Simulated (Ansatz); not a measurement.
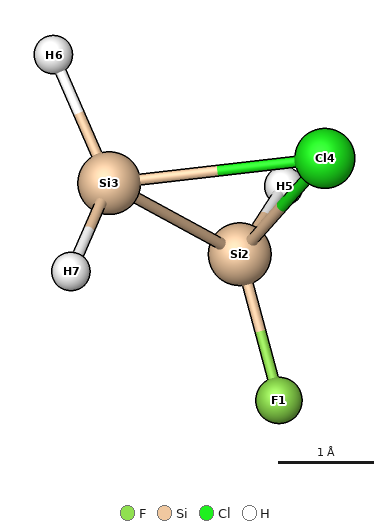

Fig. 1: The structure as given in the input (ball-and-stick view, seen at a tilt; atoms are numbered from 1 in the order of the input). Bond lengths as drawn: Cl–Si 2.27 to 2.29 Å, F–Si 1.59 Å, H–Si 1.47 to 1.48 Å and Si–Si 2.28 Å.

## Molecular dynamics of Si2H3ClF (charge +1) (part 1 of 2)

Si2H3ClF, charge +1, computed with RKS B3LYP/def2-SVP (Ansatz 0.2.0).

It belongs to a series of runs on one base structure; here: dynamics from the start. Figures and captions count atoms from 1; the log counts them from 0 in places.

Log:
```
Engine: ansatz 0.2.0, aarch64-unknown-linux-gnu
Functional definition: B3LYP
  parameter a0 = 0.2
  parameter ax = 0.72
  parameter ac = 0.81
  exchange = (1 - a0 - ax)*slater_x + ax*b88_x + a0*exact_x
  correlation = (1 - ac)*vwn_rpa_c + ac*lyp_c
818 factors; integrals over basis functions are off by at most 4.0e-4 eV
mean field evaluation 1: about -31022.1390 eV, gradient 5.9e1 eV
mean field evaluation 2: about -30998.0087 eV, gradient 1.3e2 eV
mean field evaluation 4: about -31027.6789 eV, gradient 5.6e0 eV
mean field evaluation 8: about -31027.7644 eV, gradient 3.1e-2 eV
mean field evaluation 16: about -31027.7644 eV, gradient 3.5e-6 eV
mean field -31027.76437479 eV, -1140.2493093996 hartree, gradient 3.5e-6 eV, S^2 0.000000; 0 other end points of the search recorded, 0 dependent functions left out
the calculation of the forces begins
reference -31027.76459968 eV, -1140.2493176640 hartree; 28, 28 occupied and 55, 55 virtual orbitals, 818 factors
md step     0: t =     0.00 fs  T =   700.0 K  F+E_penalty+E_count = -31027.76437479 eV  E_kin = 0.452410 eV  conserved = -31027.31196480 eV  (25 SCF iters)
these checks for a lower state are left out or cut short: starts, cluster_reference, orbital_swaps, neighbouring_geometries, increment
818 factors; integrals over basis functions are off by at most 4.0e-4 eV
mean field -31027.76162129 eV, -1140.2492082101 hartree, gradient 3.5e-5 eV, S^2 0.000000; 0 other end points of the search recorded, 0 dependent functions left out
the calculation of the forces begins
reference -31027.76184623 eV, -1140.2492164767 hartree; 28, 28 occupied and 55, 55 virtual orbitals, 818 factors
md step     1: t =     0.50 fs  T =   695.7 K  F+E_penalty+E_count = -31027.76162129 eV  E_kin = 0.449661 eV  conserved = -31027.31196077 eV  (23 SCF iters)
[... from here on the SCF iterations and repeated set-up lines of each step are left out, up to the last step ...]
md step     2: t =     1.00 fs  T =   683.3 K  F+E_penalty+E_count = -31027.75357632 eV  E_kin = 0.441642 eV  conserved = -31027.31193391 eV  (23 SCF iters)
md step     3: t =     1.50 fs  T =   663.5 K  F+E_penalty+E_count = -31027.74070562 eV  E_kin = 0.428820 eV  conserved = -31027.31188611 eV  (23 SCF iters)
md step     4: t =     2.00 fs  T =   637.4 K  F+E_penalty+E_count = -31027.72380689 eV  E_kin = 0.411983 eV  conserved = -31027.31182378 eV  (23 SCF iters)
md step     5: t =     2.50 fs  T =   606.8 K  F+E_penalty+E_count = -31027.70390518 eV  E_kin = 0.392149 eV  conserved = -31027.31175657 eV  (23 SCF iters)
md step     6: t =     3.00 fs  T =   573.1 K  F+E_penalty+E_count = -31027.68209817 eV  E_kin = 0.370403 eV  conserved = -31027.31169521 eV  (23 SCF iters)
md step     7: t =     3.50 fs  T =   538.0 K  F+E_penalty+E_count = -31027.65938747 eV  E_kin = 0.347739 eV  conserved = -31027.31164841 eV  (23 SCF iters)
md step     8: t =     4.00 fs  T =   502.7 K  F+E_penalty+E_count = -31027.63654121 eV  E_kin = 0.324921 eV  conserved = -31027.31162053 eV  (23 SCF iters)
md step     9: t =     4.50 fs  T =   467.9 K  F+E_penalty+E_count = -31027.61402512 eV  E_kin = 0.302414 eV  conserved = -31027.31161125 eV  (23 SCF iters)
md step    10: t =     5.00 fs  T =   433.9 K  F+E_penalty+E_count = -31027.59201285 eV  E_kin = 0.280399 eV  conserved = -31027.31161388 eV  (23 SCF iters)
md step    11: t =     5.50 fs  T =   400.5 K  F+E_penalty+E_count = -31027.57047176 eV  E_kin = 0.258850 eV  conserved = -31027.31162146 eV  (23 SCF iters)
md step    12: t =     6.00 fs  T =   367.7 K  F+E_penalty+E_count = -31027.54927828 eV  E_kin = 0.237652 eV  conserved = -31027.31162668 eV  (23 SCF iters)
md step    13: t =     6.50 fs  T =   335.3 K  F+E_penalty+E_count = -31027.52833349 eV  E_kin = 0.216709 eV  conserved = -31027.31162456 eV  (23 SCF iters)
md step    14: t =     7.00 fs  T =   303.3 K  F+E_penalty+E_count = -31027.50764511 eV  E_kin = 0.196032 eV  conserved = -31027.31161306 eV  (23 SCF iters)
md step    15: t =     7.50 fs  T =   272.0 K  F+E_penalty+E_count = -31027.48736355 eV  E_kin = 0.175771 eV  conserved = -31027.31159213 eV  (21 SCF iters)
md step    16: t =     8.00 fs  T =   241.7 K  F+E_penalty+E_count = -31027.46777947 eV  E_kin = 0.156214 eV  conserved = -31027.31156533 eV  (22 SCF iters)
md step    17: t =     8.50 fs  T =   213.1 K  F+E_penalty+E_count = -31027.44928759 eV  E_kin = 0.137752 eV  conserved = -31027.31153511 eV  (22 SCF iters)
md step    18: t =     9.00 fs  T =   187.0 K  F+E_penalty+E_count = -31027.43234535 eV  E_kin = 0.120841 eV  conserved = -31027.31150422 eV  (22 SCF iters)
md step    19: t =     9.50 fs  T =   163.9 K  F+E_penalty+E_count = -31027.41743120 eV  E_kin = 0.105956 eV  conserved = -31027.31147526 eV  (22 SCF iters)
md step    20: t =    10.00 fs  T =   144.8 K  F+E_penalty+E_count = -31027.40500886 eV  E_kin = 0.093560 eV  conserved = -31027.31144837 eV  (22 SCF iters)
md step    21: t =    10.50 fs  T =   130.1 K  F+E_penalty+E_count = -31027.39550530 eV  E_kin = 0.084080 eV  conserved = -31027.31142555 eV  (26 SCF iters)
md step    22: t =    11.00 fs  T =   120.5 K  F+E_penalty+E_count = -31027.38928434 eV  E_kin = 0.077876 eV  conserved = -31027.31140835 eV  (22 SCF iters)
md step    23: t =    11.50 fs  T =   116.4 K  F+E_penalty+E_count = -31027.38662027 eV  E_kin = 0.075221 eV  conserved = -31027.31139887 eV  (22 SCF iters)
md step    24: t =    12.00 fs  T =   118.0 K  F+E_penalty+E_count = -31027.38766314 eV  E_kin = 0.076264 eV  conserved = -31027.31139877 eV  (22 SCF iters)
md step    25: t =    12.50 fs  T =   125.3 K  F+E_penalty+E_count = -31027.39240447 eV  E_kin = 0.080993 eV  conserved = -31027.31141136 eV  (22 SCF iters)
md step    26: t =    13.00 fs  T =   138.0 K  F+E_penalty+E_count = -31027.40064348 eV  E_kin = 0.089207 eV  conserved = -31027.31143674 eV  (22 SCF iters)
md step    27: t =    13.50 fs  T =   155.5 K  F+E_penalty+E_count = -31027.41198138 eV  E_kin = 0.100508 eV  conserved = -31027.31147328 eV  (22 SCF iters)
md step    28: t =    14.00 fs  T =   176.9 K  F+E_penalty+E_count = -31027.42584829 eV  E_kin = 0.114332 eV  conserved = -31027.31151663 eV  (22 SCF iters)
md step    29: t =    14.50 fs  T =   201.2 K  F+E_penalty+E_count = -31027.44157110 eV  E_kin = 0.130011 eV  conserved = -31027.31156050 eV  (22 SCF iters)
md step    30: t =    15.00 fs  T =   227.3 K  F+E_penalty+E_count = -31027.45847195 eV  E_kin = 0.146874 eV  conserved = -31027.31159836 eV  (22 SCF iters)
md step    31: t =    15.50 fs  T =   254.3 K  F+E_penalty+E_count = -31027.47597141 eV  E_kin = 0.164346 eV  conserved = -31027.31162495 eV  (22 SCF iters)
md step    32: t =    16.00 fs  T =   281.6 K  F+E_penalty+E_count = -31027.49366646 eV  E_kin = 0.182028 eV  conserved = -31027.31163884 eV  (24 SCF iters)
md step    33: t =    16.50 fs  T =   309.0 K  F+E_penalty+E_count = -31027.51135248 eV  E_kin = 0.199710 eV  conserved = -31027.31164289 eV  (24 SCF iters)
md step    34: t =    17.00 fs  T =   336.3 K  F+E_penalty+E_count = -31027.52898008 eV  E_kin = 0.217337 eV  conserved = -31027.31164311 eV  (24 SCF iters)
md step    35: t =    17.50 fs  T =   363.5 K  F+E_penalty+E_count = -31027.54656160 eV  E_kin = 0.234915 eV  conserved = -31027.31164674 eV  (25 SCF iters)
md step    36: t =    18.00 fs  T =   390.5 K  F+E_penalty+E_count = -31027.56406141 eV  E_kin = 0.252402 eV  conserved = -31027.31165908 eV  (24 SCF iters)
md step    37: t =    18.50 fs  T =   417.2 K  F+E_penalty+E_count = -31027.58131339 eV  E_kin = 0.269632 eV  conserved = -31027.31168170 eV  (24 SCF iters)
md step    38: t =    19.00 fs  T =   443.0 K  F+E_penalty+E_count = -31027.59799623 eV  E_kin = 0.286284 eV  conserved = -31027.31171252 eV  (24 SCF iters)
md step    39: t =    19.50 fs  T =   467.2 K  F+E_penalty+E_count = -31027.61366970 eV  E_kin = 0.301925 eV  conserved = -31027.31174465 eV  (24 SCF iters)
md step    40: t =    20.00 fs  T =   489.1 K  F+E_penalty+E_count = -31027.62786235 eV  E_kin = 0.316090 eV  conserved = -31027.31177233 eV  (24 SCF iters)
md step    41: t =    20.50 fs  T =   508.1 K  F+E_penalty+E_count = -31027.64016461 eV  E_kin = 0.328374 eV  conserved = -31027.31179073 eV  (24 SCF iters)
md step    42: t =    21.00 fs  T =   523.8 K  F+E_penalty+E_count = -31027.65030344 eV  E_kin = 0.338506 eV  conserved = -31027.31179781 eV  (24 SCF iters)
md step    43: t =    21.50 fs  T =   535.9 K  F+E_penalty+E_count = -31027.65817407 eV  E_kin = 0.346380 eV  conserved = -31027.31179437 eV  (24 SCF iters)
md step    44: t =    22.00 fs  T =   544.7 K  F+E_penalty+E_count = -31027.66382694 eV  E_kin = 0.352043 eV  conserved = -31027.31178359 eV  (25 SCF iters)
md step    45: t =    22.50 fs  T =   550.3 K  F+E_penalty+E_count = -31027.66741995 eV  E_kin = 0.355650 eV  conserved = -31027.31176957 eV  (23 SCF iters)
md step    46: t =    23.00 fs  T =   553.0 K  F+E_penalty+E_count = -31027.66915526 eV  E_kin = 0.357399 eV  conserved = -31027.31175619 eV  (23 SCF iters)
md step    47: t =    23.50 fs  T =   553.1 K  F+E_penalty+E_count = -31027.66921872 eV  E_kin = 0.357473 eV  conserved = -31027.31174612 eV  (23 SCF iters)
md step    48: t =    24.00 fs  T =   550.8 K  F+E_penalty+E_count = -31027.66773707 eV  E_kin = 0.355996 eV  conserved = -31027.31174154 eV  (23 SCF iters)
md step    49: t =    24.50 fs  T =   546.2 K  F+E_penalty+E_count = -31027.66475298 eV  E_kin = 0.353013 eV  conserved = -31027.31174001 eV  (23 SCF iters)
md step    50: t =    25.00 fs  T =   539.2 K  F+E_penalty+E_count = -31027.66023552 eV  E_kin = 0.348493 eV  conserved = -31027.31174255 eV  (23 SCF iters)
md step    51: t =    25.50 fs  T =   529.7 K  F+E_penalty+E_count = -31027.65409347 eV  E_kin = 0.342347 eV  conserved = -31027.31174644 eV  (23 SCF iters)
md step    52: t =    26.00 fs  T =   517.5 K  F+E_penalty+E_count = -31027.64621055 eV  E_kin = 0.334462 eV  conserved = -31027.31174887 eV  (23 SCF iters)
md step    53: t =    26.50 fs  T =   502.5 K  F+E_penalty+E_count = -31027.63648334 eV  E_kin = 0.324734 eV  conserved = -31027.31174955 eV  (23 SCF iters)
md step    54: t =    27.00 fs  T =   484.5 K  F+E_penalty+E_count = -31027.62485020 eV  E_kin = 0.313104 eV  conserved = -31027.31174636 eV  (24 SCF iters)
md step    55: t =    27.50 fs  T =   463.5 K  F+E_penalty+E_count = -31027.61132225 eV  E_kin = 0.299585 eV  conserved = -31027.31173773 eV  (24 SCF iters)
md step    56: t =    28.00 fs  T =   439.9 K  F+E_penalty+E_count = -31027.59600730 eV  E_kin = 0.284285 eV  conserved = -31027.31172256 eV  (24 SCF iters)
md step    57: t =    28.50 fs  T =   413.8 K  F+E_penalty+E_count = -31027.57913068 eV  E_kin = 0.267431 eV  conserved = -31027.31169990 eV  (24 SCF iters)
md step    58: t =    29.00 fs  T =   385.9 K  F+E_penalty+E_count = -31027.56105277 eV  E_kin = 0.249384 eV  conserved = -31027.31166878 eV  (24 SCF iters)
md step    59: t =    29.50 fs  T =   356.9 K  F+E_penalty+E_count = -31027.54227933 eV  E_kin = 0.230650 eV  conserved = -31027.31162971 eV  (24 SCF iters)
md step    60: t =    30.00 fs  T =   327.8 K  F+E_penalty+E_count = -31027.52345127 eV  E_kin = 0.211866 eV  conserved = -31027.31158482 eV  (24 SCF iters)
md step    61: t =    30.50 fs  T =   299.8 K  F+E_penalty+E_count = -31027.50530402 eV  E_kin = 0.193765 eV  conserved = -31027.31153887 eV  (24 SCF iters)
md step    62: t =    31.00 fs  T =   274.0 K  F+E_penalty+E_count = -31027.48858901 eV  E_kin = 0.177091 eV  conserved = -31027.31149843 eV  (23 SCF iters)
md step    63: t =    31.50 fs  T =   251.4 K  F+E_penalty+E_count = -31027.47396725 eV  E_kin = 0.162497 eV  conserved = -31027.31147035 eV  (22 SCF iters)
md step    64: t =    32.00 fs  T =   232.8 K  F+E_penalty+E_count = -31027.46189968 eV  E_kin = 0.150440 eV  conserved = -31027.31145974 eV  (22 SCF iters)
md step    65: t =    32.50 fs  T =   218.3 K  F+E_penalty+E_count = -31027.45256846 eV  E_kin = 0.141101 eV  conserved = -31027.31146790 eV  (22 SCF iters)
md step    66: t =    33.00 fs  T =   207.9 K  F+E_penalty+E_count = -31027.44585863 eV  E_kin = 0.134367 eV  conserved = -31027.31149135 eV  (25 SCF iters)
md step    67: t =    33.50 fs  T =   201.0 K  F+E_penalty+E_count = -31027.44141129 eV  E_kin = 0.129888 eV  conserved = -31027.31152307 eV  (22 SCF iters)
md step    68: t =    34.00 fs  T =   196.8 K  F+E_penalty+E_count = -31027.43873244 eV  E_kin = 0.127178 eV  conserved = -31027.31155461 eV  (22 SCF iters)
md step    69: t =    34.50 fs  T =   194.6 K  F+E_penalty+E_count = -31027.43732430 eV  E_kin = 0.125746 eV  conserved = -31027.31157859 eV  (22 SCF iters)
md step    70: t =    35.00 fs  T =   193.7 K  F+E_penalty+E_count = -31027.43680024 eV  E_kin = 0.125209 eV  conserved = -31027.31159075 eV  (22 SCF iters)
md step    71: t =    35.50 fs  T =   194.0 K  F+E_penalty+E_count = -31027.43695451 eV  E_kin = 0.125363 eV  conserved = -31027.31159125 eV  (22 SCF iters)
md step    72: t =    36.00 fs  T =   195.3 K  F+E_penalty+E_count = -31027.43777195 eV  E_kin = 0.126191 eV  conserved = -31027.31158134 eV  (22 SCF iters)
md step    73: t =    36.50 fs  T =   197.8 K  F+E_penalty+E_count = -31027.43939388 eV  E_kin = 0.127828 eV  conserved = -31027.31156562 eV  (22 SCF iters)
md step    74: t =    37.00 fs  T =   201.9 K  F+E_penalty+E_count = -31027.44204858 eV  E_kin = 0.130498 eV  conserved = -31027.31155023 eV  (22 SCF iters)
md step    75: t =    37.50 fs  T =   208.0 K  F+E_penalty+E_count = -31027.44596941 eV  E_kin = 0.134431 eV  conserved = -31027.31153883 eV  (22 SCF iters)
md step    76: t =    38.00 fs  T =   216.3 K  F+E_penalty+E_count = -31027.45132807 eV  E_kin = 0.139792 eV  conserved = -31027.31153567 eV  (22 SCF iters)
md step    77: t =    38.50 fs  T =   226.9 K  F+E_penalty+E_count = -31027.45818051 eV  E_kin = 0.146640 eV  conserved = -31027.31154038 eV  (22 SCF iters)
md step    78: t =    39.00 fs  T =   239.7 K  F+E_penalty+E_count = -31027.46644898 eV  E_kin = 0.154895 eV  conserved = -31027.31155365 eV  (22 SCF iters)
md step    79: t =    39.50 fs  T =   254.3 K  F+E_penalty+E_count = -31027.47591968 eV  E_kin = 0.164346 eV  conserved = -31027.31157369 eV  (22 SCF iters)
md step    80: t =    40.00 fs  T =   270.3 K  F+E_penalty+E_count = -31027.48626560 eV  E_kin = 0.174667 eV  conserved = -31027.31159856 eV  (22 SCF iters)
md step    81: t =    40.50 fs  T =   286.9 K  F+E_penalty+E_count = -31027.49707833 eV  E_kin = 0.185453 eV  conserved = -31027.31162511 eV  (23 SCF iters)
md step    82: t =    41.00 fs  T =   303.7 K  F+E_penalty+E_count = -31027.50790953 eV  E_kin = 0.196257 eV  conserved = -31027.31165237 eV  (24 SCF iters)
md step    83: t =    41.50 fs  T =   319.7 K  F+E_penalty+E_count = -31027.51830545 eV  E_kin = 0.206628 eV  conserved = -31027.31167764 eV  (24 SCF iters)
md step    84: t =    42.00 fs  T =   334.4 K  F+E_penalty+E_count = -31027.52784592 eV  E_kin = 0.216147 eV  conserved = -31027.31169879 eV  (24 SCF iters)
md step    85: t =    42.50 fs  T =   347.3 K  F+E_penalty+E_count = -31027.53617971 eV  E_kin = 0.224466 eV  conserved = -31027.31171398 eV  (24 SCF iters)
md step    86: t =    43.00 fs  T =   357.9 K  F+E_penalty+E_count = -31027.54305838 eV  E_kin = 0.231338 eV  conserved = -31027.31172075 eV  (24 SCF iters)
md step    87: t =    43.50 fs  T =   366.2 K  F+E_penalty+E_count = -31027.54836999 eV  E_kin = 0.236652 eV  conserved = -31027.31171774 eV  (24 SCF iters)
md step    88: t =    44.00 fs  T =   372.1 K  F+E_penalty+E_count = -31027.55216070 eV  E_kin = 0.240456 eV  conserved = -31027.31170477 eV  (24 SCF iters)
md step    89: t =    44.50 fs  T =   375.9 K  F+E_penalty+E_count = -31027.55463556 eV  E_kin = 0.242951 eV  conserved = -31027.31168439 eV  (25 SCF iters)
md step    90: t =    45.00 fs  T =   378.2 K  F+E_penalty+E_count = -31027.55612364 eV  E_kin = 0.244463 eV  conserved = -31027.31166069 eV  (24 SCF iters)
md step    91: t =    45.50 fs  T =   379.7 K  F+E_penalty+E_count = -31027.55700932 eV  E_kin = 0.245369 eV  conserved = -31027.31163984 eV  (24 SCF iters)
md step    92: t =    46.00 fs  T =   380.6 K  F+E_penalty+E_count = -31027.55763713 eV  E_kin = 0.246009 eV  conserved = -31027.31162769 eV  (24 SCF iters)
md step    93: t =    46.50 fs  T =   381.5 K  F+E_penalty+E_count = -31027.55821945 eV  E_kin = 0.246591 eV  conserved = -31027.31162795 eV  (24 SCF iters)
md step    94: t =    47.00 fs  T =   382.4 K  F+E_penalty+E_count = -31027.55877785 eV  E_kin = 0.247137 eV  conserved = -31027.31164073 eV  (23 SCF iters)
md step    95: t =    47.50 fs  T =   382.9 K  F+E_penalty+E_count = -31027.55914171 eV  E_kin = 0.247480 eV  conserved = -31027.31166200 eV  (23 SCF iters)
md step    96: t =    48.00 fs  T =   382.7 K  F+E_penalty+E_count = -31027.55900811 eV  E_kin = 0.247323 eV  conserved = -31027.31168527 eV  (23 SCF iters)
md step    97: t =    48.50 fs  T =   381.2 K  F+E_penalty+E_count = -31027.55804218 eV  E_kin = 0.246339 eV  conserved = -31027.31170314 eV  (23 SCF iters)
md step    98: t =    49.00 fs  T =   378.0 K  F+E_penalty+E_count = -31027.55598713 eV  E_kin = 0.244276 eV  conserved = -31027.31171098 eV  (23 SCF iters)
md step    99: t =    49.50 fs  T =   373.0 K  F+E_penalty+E_count = -31027.55274362 eV  E_kin = 0.241038 eV  conserved = -31027.31170545 eV  (24 SCF iters)
md step   100: t =    50.00 fs  T =   366.3 K  F+E_penalty+E_count = -31027.54840731 eV  E_kin = 0.236719 eV  conserved = -31027.31168853 eV  (24 SCF iters)
md step   101: t =    50.50 fs  T =   358.3 K  F+E_penalty+E_count = -31027.54324717 eV  E_kin = 0.231583 eV  conserved = -31027.31166406 eV  (24 SCF iters)
md step   102: t =    51.00 fs  T =   349.7 K  F+E_penalty+E_count = -31027.53764570 eV  E_kin = 0.226008 eV  conserved = -31027.31163751 eV  (24 SCF iters)
md step   103: t =    51.50 fs  T =   341.0 K  F+E_penalty+E_count = -31027.53201530 eV  E_kin = 0.220401 eV  conserved = -31027.31161428 eV  (24 SCF iters)
md step   104: t =    52.00 fs  T =   332.8 K  F+E_penalty+E_count = -31027.52671372 eV  E_kin = 0.215115 eV  conserved = -31027.31159875 eV  (24 SCF iters)
md step   105: t =    52.50 fs  T =   325.5 K  F+E_penalty+E_count = -31027.52197476 eV  E_kin = 0.210382 eV  conserved = -31027.31159301 eV  (24 SCF iters)
md step   106: t =    53.00 fs  T =   319.2 K  F+E_penalty+E_count = -31027.51786873 eV  E_kin = 0.206270 eV  conserved = -31027.31159872 eV  (24 SCF iters)
md step   107: t =    53.50 fs  T =   313.6 K  F+E_penalty+E_count = -31027.51429000 eV  E_kin = 0.202675 eV  conserved = -31027.31161473 eV  (24 SCF iters)
md step   108: t =    54.00 fs  T =   308.4 K  F+E_penalty+E_count = -31027.51097652 eV  E_kin = 0.199340 eV  conserved = -31027.31163611 eV  (24 SCF iters)
md step   109: t =    54.50 fs  T =   303.1 K  F+E_penalty+E_count = -31027.50756259 eV  E_kin = 0.195902 eV  conserved = -31027.31166092 eV  (24 SCF iters)
md step   110: t =    55.00 fs  T =   297.0 K  F+E_penalty+E_count = -31027.50363648 eV  E_kin = 0.191952 eV  conserved = -31027.31168399 eV  (24 SCF iters)
md step   111: t =    55.50 fs  T =   289.5 K  F+E_penalty+E_count = -31027.49881651 eV  E_kin = 0.187116 eV  conserved = -31027.31170096 eV  (25 SCF iters)
md step   112: t =    56.00 fs  T =   280.2 K  F+E_penalty+E_count = -31027.49282135 eV  E_kin = 0.181114 eV  conserved = -31027.31170778 eV  (24 SCF iters)
md step   113: t =    56.50 fs  T =   269.0 K  F+E_penalty+E_count = -31027.48553221 eV  E_kin = 0.173830 eV  conserved = -31027.31170227 eV  (24 SCF iters)
md step   114: t =    57.00 fs  T =   255.8 K  F+E_penalty+E_count = -31027.47703440 eV  E_kin = 0.165351 eV  conserved = -31027.31168297 eV  (24 SCF iters)
md step   115: t =    57.50 fs  T =   241.4 K  F+E_penalty+E_count = -31027.46763654 eV  E_kin = 0.155986 eV  conserved = -31027.31165044 eV  (24 SCF iters)
md step   116: t =    58.00 fs  T =   226.3 K  F+E_penalty+E_count = -31027.45785834 eV  E_kin = 0.146251 eV  conserved = -31027.31160773 eV  (24 SCF iters)
md step   117: t =    58.50 fs  T =   211.7 K  F+E_penalty+E_count = -31027.44838215 eV  E_kin = 0.136822 eV  conserved = -31027.31155990 eV  (24 SCF iters)
md step   118: t =    59.00 fs  T =   198.8 K  F+E_penalty+E_count = -31027.43996921 eV  E_kin = 0.128455 eV  conserved = -31027.31151393 eV  (22 SCF iters)
md step   119: t =    59.50 fs  T =   188.6 K  F+E_penalty+E_count = -31027.43334681 eV  E_kin = 0.121869 eV  conserved = -31027.31147789 eV  (22 SCF iters)
md step   120: t =    60.00 fs  T =   182.0 K  F+E_penalty+E_count = -31027.42908380 eV  E_kin = 0.117625 eV  conserved = -31027.31145861 eV  (22 SCF iters)
```
